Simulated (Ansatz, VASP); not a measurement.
# ZrW: VASP beside Ansatz, part 2 of 2

Wanted: the spread between two codes on one cell, functional and k mesh. The cell is invented: As first built, before any earlier steps moved the atoms (in the runner's words): it takes the MoRu structure with all of its atoms replaced by other elements, volume scaled by an estimate. It may not be a known or stable phase. The cell is taken from a series of VASP runs on this material, whose earlier steps may have relaxed, scaled or displaced it; both programs get it as it stands. Valence electrons are named where the data sets of a main pair hold unlike numbers.

VASP 6.6.1 and Ansatz 0.2.0.

So far: The structure; VASP: band structure, LDA; Ansatz: band structure, LDA; Differences; Ansatz: band structure, LDA, spin-orbit coupling.

## Step 6: VASP: band structure, LDA, spin-orbit coupling

Level of this step: LDA, spin-orbit coupling; plane waves and PAW (W, Zr_sv); invented cell (VASP).

The same cell, functional (in two slightly different forms), mesh and smearing now go to VASP, with its own data sets.

INCAR reads:

```
SYSTEM = ZrW
PREC = Accurate
ENCUT = 400
EDIFF = 1E-06
NELM = 100
ISMEAR = -1
SIGMA = 0.05
LREAL = .FALSE.
ALGO = Normal
GGA = CA
LNONCOLLINEAR = .TRUE.
MAGMOM = 0 0 0 0 0 0
NBANDS = 30
GGA_COMPAT = .FALSE.
LASPH = .TRUE.
LSORBIT = .TRUE.
LMAXMIX = 4
LORBIT = 11
LWAVE = .FALSE.
LCHARG = .FALSE.
```

POSCAR reads:

```
ZrW
1.0
    2.8043403618      0.0000000497      0.0000000000
   -1.4021705923      2.4286304127      0.0000000000
    0.0000000000      0.0000000000      5.2379057669
W Zr
1 1
Direct
    0.3333333300      0.6666666700      0.0000000000
    0.0000000000      0.0000000000      0.5000000000
```

KPOINTS reads:

```
Automatic mesh
0
Gamma
9 9 4
0 0 0
```

KPOINTS_OPT reads:

```
Line mode
16
Line-mode
Reciprocal
  0.00000000   0.00000000   0.00000000 GAMMA
  0.50000000   0.00000000   0.00000000 M

  0.50000000   0.00000000   0.00000000 M
  0.33333333   0.33333333   0.00000000 K

  0.33333333   0.33333333   0.00000000 K
  0.00000000   0.00000000   0.00000000 GAMMA

  0.00000000   0.00000000   0.00000000 GAMMA
  0.00000000   0.00000000   0.50000000 A

  0.00000000   0.00000000   0.50000000 A
  0.50000000   0.00000000   0.50000000 L

  0.50000000   0.00000000   0.50000000 L
  0.33333333   0.33333333   0.50000000 H

  0.33333333   0.33333333   0.50000000 H
  0.00000000   0.00000000   0.50000000 A

  0.50000000   0.00000000   0.50000000 L
  0.50000000   0.00000000   0.00000000 M

  0.33333333   0.33333333   0.00000000 K
  0.33333333   0.33333333   0.50000000 H
```

PAW data sets: W and Zr_sv (LDA family, release 64).

On the command line:

```
> mpirun -np 1 vasp_ncl
```

Numbers of over 12 decimals in the logs are rounded to 6 here.

What it wrote:

```text
[... set-up lines as in an earlier step ...]
 entering main loop
       N       E                     dE             d eps       ncg     rms          rms(c)
DAV:   1     0.114038592365E+03    0.11404E+03   -0.78377E+03  3420   0.954E+02
DAV:   2    -0.138270119051E+02   -0.12787E+03   -0.12274E+03  3972   0.308E+02
DAV:   3    -0.236151249083E+02   -0.97881E+01   -0.95110E+01  6242   0.609E+01
DAV:   4    -0.239141217375E+02   -0.29900E+00   -0.29803E+00  4168   0.102E+01
[...]
DAV:  12    -0.228935488911E+02   -0.90091E-05   -0.11380E-04  4024   0.841E-02    0.233E-02
DAV:  13    -0.228935475675E+02    0.13237E-05   -0.75397E-06  4400   0.226E-02    0.617E-03
DAV:  14    -0.228935469785E+02    0.58896E-06   -0.23071E-06  3386   0.943E-03
   1 F= -.22893547E+02 E0= -.22884333E+02  d E =-.184284E-01  mag=    -0.0000     0.0000     0.0000
 Start KPOINTS_OPT (optional k-point list driver)
k-point batch [1-57\144]
       N       E                     dE             ncg
DAV:   1     0.167358747736E+04   -0.19839E+05     3428
DAV:   2    -0.574925611534E+04   -0.74228E+04     4010
DAV:   3    -0.637398840550E+04   -0.62473E+03     6282
DAV:   4    -0.639227560855E+04   -0.18287E+02     4074
DAV:   5    -0.639282079602E+04   -0.54519E+00     5112
DAV:   6    -0.639282738374E+04   -0.65877E-02     4282
DAV:   7    -0.639282751589E+04   -0.13216E-03     5106
DAV:   8    -0.639282751691E+04   -0.10115E-05     3090
DAV:   9    -0.639282751697E+04   -0.67665E-07     2542
[...]
k-point batch [115-144\144]
       N       E                     dE             ncg
DAV:   1     0.151334736274E+05   -0.21142E+05     1800
DAV:   2     0.115240774681E+05   -0.36094E+04     2072
DAV:   3     0.112658804723E+05   -0.25820E+03     2982
DAV:   4     0.112528051830E+05   -0.13075E+02     2320
DAV:   5     0.112522981241E+05   -0.50706E+00     2616
DAV:   6     0.112522934494E+05   -0.46746E-02     2340
DAV:   7     0.112522933705E+05   -0.78967E-04     2622
DAV:   8     0.112522933698E+05   -0.67474E-06     1668
```

From OUTCAR (step 6):

```text
  Total        0.2429927      0.2429928     -0.0082875     -0.0000000      0.0000000      0.0000000
  in kB       10.9132469     10.9132509     -0.3722048     -0.0000017      0.0000000      0.0000000
  external PRESSURE =       7.1514310 kB  Pullay stress =       0.0000000 kB

 POSITION                                       TOTAL-FORCE (eV/Angst)
 -----------------------------------------------------------------------------------
     -0.00000      1.61909      0.00000         0.000000     -0.000000      0.000000
      0.00000      0.00000      2.61895        -0.000000      0.000000      0.000000
 -----------------------------------------------------------------------------------
    total drift:                               -0.000000     -0.000000      0.000000

  FREE ENERGIE OF THE ION-ELECTRON SYSTEM (eV)
  ---------------------------------------------------
  free  energy   TOTEN  =       -22.8935469785 eV

  energy  without entropy=      -22.8751185531  energy(sigma->0) =      -22.88433277

 magnetization (x)
# of ion       s       p       d       tot
------------------------------------------
    1        0.000  -0.000  -0.000  -0.000
    2       -0.000   0.000  -0.000  -0.000
--------------------------------------------------
tot         -0.000  -0.000  -0.000  -0.000

 magnetization (y)
# of ion       s       p       d       tot
------------------------------------------
    1        0.000   0.000  -0.000  -0.000
    2        0.000   0.000   0.000   0.000
--------------------------------------------------
tot          0.000   0.000  -0.000   0.000

 magnetization (z)
# of ion       s       p       d       tot
------------------------------------------
    1        0.000   0.000  -0.000  -0.000
    2        0.000  -0.000  -0.000  -0.000
--------------------------------------------------
tot          0.000  -0.000  -0.000  -0.000

[... 1 part as in an earlier step ...]

[... 2 further parts left out ...]
[key lines of the parts left out:]
E-fermi :   9.0302
```

The run ends at a pressure of 0.72 GPa.

## Step 7: Comparison

What differs besides the data sets and the points named for the pairs above, as far as they apply: spin-orbit coupling enters by fully relativistic files in Ansatz and inside the spheres in VASP; the data sets hold 26 valence electrons in Ansatz (on its fully relativistic PAW (standard-fr) files) and 18 in VASP. Total energies have different zeros and are not compared.

The two programs side by side:

```
      quantity  Ansatz  VASP  difference
pressure (GPa)    1.40  0.72       +0.69
```

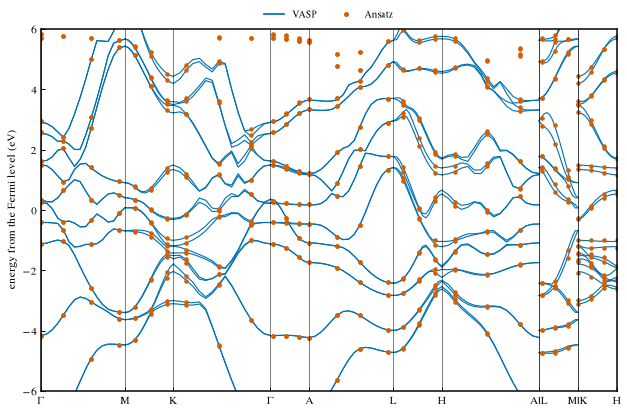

Bands from VASP (lines) and levels from Ansatz (dots). Dots without a line are higher empty bands that the VASP plot leaves out.

Levels from 3 eV below to 2 eV above the Fermi level differ by 15 meV r.m.s. and 53 meV at most; each VASP level is matched to the nearest of Ansatz, which flatters the figure a little.

## Step 8: Results

```json
{"r.m.s. difference of levels near the Fermi level (band structure, LDA)": "6.6 meV", "difference in pressure (band structure, LDA)": "0.62 GPa", "r.m.s. difference of levels near the Fermi level (band structure, LDA, spin-orbit coupling)": "15 meV", "difference in pressure (band structure, LDA, spin-orbit coupling)": "0.69 GPa"}
```

The difference in pressure is 0.69 GPa (band structure, LDA, spin-orbit coupling), within the 1 GPa picked in this series as the mark of a large difference. The data sets hold unlike numbers of valence electrons (26 in Ansatz and 18 in VASP), so part of the differences comes from the potentials. Such differences can come from data sets, numerical settings and the points named under the comparisons, not from the functional's error against experiment.

[Lines on the potential files, build, host, timing and source positions are cut from VASP's logs without a mark.]

[Logs are printed without paths, hosts, clocks, repeated set-up lines and the standing remarks that a program may print on its own settings, such as how far it seeks lower states.]

[Hosts, paths, dates, database ids (printed as entryN), source tags and the programs' standing remarks are cut or masked in the printed files.]
